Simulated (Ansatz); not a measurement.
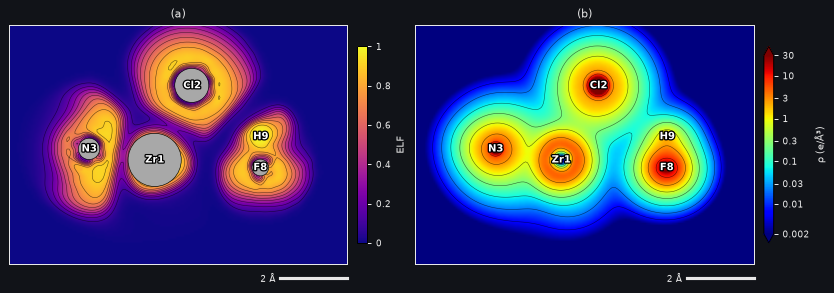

Figure 1: ClF2H2NZr···HF. (a) ELF; (b) electron density on the plane of atoms Cl2, Zr1 and N3. Grey discs cover the atomic cores in the ELF map.

Core potentials replace the inner electrons of Zr; not at a stationary point (largest force 1.2 eV/Å).

The calculation used RKS PBE0-D4/def2-SVP in Ansatz.

The calculation's input:

```
crystal:
  periodic: [false, false, false]
  atoms:
    - { symbol: Zr, position_ang: [0.0, 0.0, 0.0] }
    - { symbol: Cl, position_ang: [0.0, 0.0, 2.87] }
    - { symbol: "N", position_ang: [2.084, 0.0, -0.7359] }
    - { symbol: H, position_ang: [2.5823, -0.918, -0.9166] }
    - { symbol: H, position_ang: [2.5853, 0.918, -0.9082] }
    - { symbol: F, position_ang: [-0.9326, 1.6157, -0.6593] }
    - { symbol: F, position_ang: [-0.9326, -1.6157, -0.6593] }
    - { symbol: F, position_ang: [-2.1637, 0.0, 0.7189] }
    - { symbol: H, position_ang: [-1.5793, 0.0, 1.9315] }
basis:
  gaussian: { orbitals: def2-SVP }
hamiltonian:
  xc: pbe0
  dispersion: d4
relax:
  f_tol: 0.15
  max_steps: 25
  restrain:
    - { distance: [0, 7], at: 3.18, k: 30.0 }
    - { distance: [8, 1], at: 2.57, k: 30.0 }
    - { distance: [0, 1], at: 2.52, k: 30.0 }
    - { distance: [8, 7], at: 0.92, k: 30.0 }
output:
  orbitals: {}
```

Launched as:

```sh
ansatz run input.yaml --threads 4 --pin off --max-ram 5120MiB --backend cpu --events-out ev --progress --plain --runs-dir out
```

The fields are those of the run's last geometry, not of the input's.

Read the bonding off the picture.

The plane passes through Zr, Cl, N, F and H nuclei. Zr1···F8 (3.17 Å): the density falls to about 0.04 e/Å³ on the way; the ELF dips to about 0 between them. Zr–N (1.99 Å): the density is about 0.94 e/Å³ at the midpoint; the ELF peaks at about 0.90 in the valence shell of N, 0.6 Å from its nucleus, and drops to about 0.35 between the two atoms. Zr–Cl (2.49 Å): ρ at the midpoint is about 0.44 e/Å³; the ELF peaks at about 0.85 in the valence shell of Cl, 0.9 Å from its nucleus, and is about 0.35 at the midpoint. F–H (0.93 Å): ρ is about 4.6 e/Å³ halfway; the ELF climbs to about 1 towards the hydrogen, as it does in any bond to H; a covalent bond by its length. The ELF also peaks beside F8, away from the bonds: lone-pair regions.
